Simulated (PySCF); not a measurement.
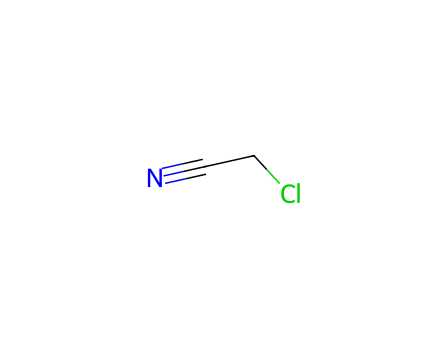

> Write the SMILES.

N#CCCl

> What is the molecular formula?

C2H2ClN.

> An optimisation with PBE0-D3(BJ)/def2-TZVP gave a structure of which point group?

Cs.

More results for the same structure follow; atom numbers are the same in all pictures, views and colours differ. The geometry was computed by an optimisation with PBE0-D3(BJ)/def2-TZVP. No frequency run is at hand to confirm it as a minimum.

Quadrupole coupling

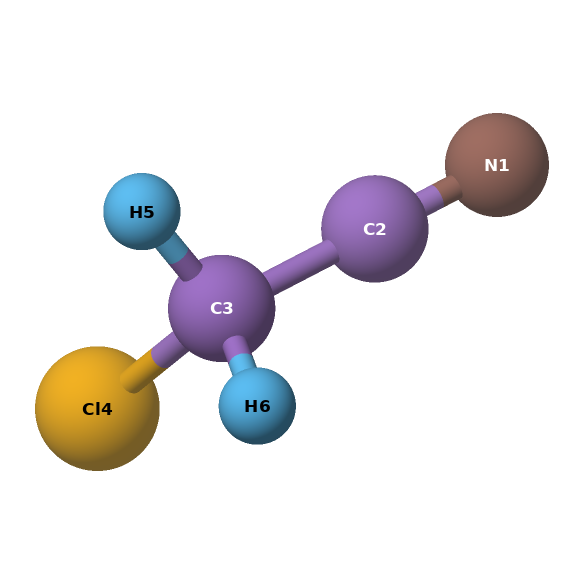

No frequency run is at hand to confirm it as a minimum. Electric field gradients from the ground-state density, PBE0/pcSseg-2 (PySCF 2.14.0), non-relativistic apart from any core potentials.

Give the largest field-gradient component, the quadrupole coupling constant and the asymmetry for 14N at N1 (Q = 20.44 mb), 35Cl at Cl4 (Q = −81.7 mb), 2H at H5 (Q = 2.86 mb).

```csv
atom,V_zz (a.u.),e²qQ/h (MHz),η
N1,−1.011,−4.85,0.11
Cl4,4.306,−82.7,0.01
H5,0.276,0.186,0.04
```

Levels of theory compared

No frequency run is at hand to confirm it as a minimum. Program: PySCF 2.14.0.

Compare HOMO energy (eV), HOMO–LUMO gap (eV) at these levels: B97-2/pcSseg-2; KT3/pcSseg-2; PBE0/pcSseg-2; WP04/pcSseg-2 in chloroform (IEF-PCM); ωB97X-D/pcSseg-2; ωB97X-D/pcSseg-2 in chloroform (IEF-PCM).

```csv
level,HOMO energy (eV),HOMO–LUMO gap (eV)
B97-2/pcSseg-2,−9.05,8.02
KT3/pcSseg-2,−8.01,5.95
PBE0/pcSseg-2,−9.31,8.36
WP04/pcSseg-2 in chloroform (IEF-PCM),−10.21,7.16
ωB97X-D/pcSseg-2,−11.22,12.11
ωB97X-D/pcSseg-2 in chloroform (IEF-PCM),−11.02,12.06
```

Dipole moment

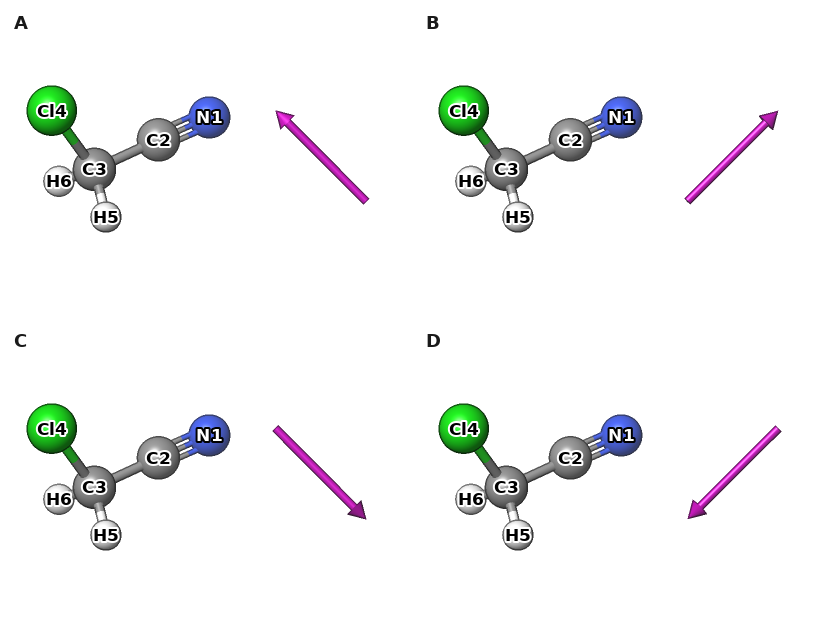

The same molecule four times, each with an arrow. No frequency run is at hand to confirm it as a minimum. Properties computed with PBE0/pcSseg-2, gas phase (PySCF 2.14.0).

> Which arrow points along the dipole moment, from the negative to the positive end?

D. The dipole moment is 3.33 D; it points from the side of N1 to the side of H5, H6 (the outermost atoms at the two ends).
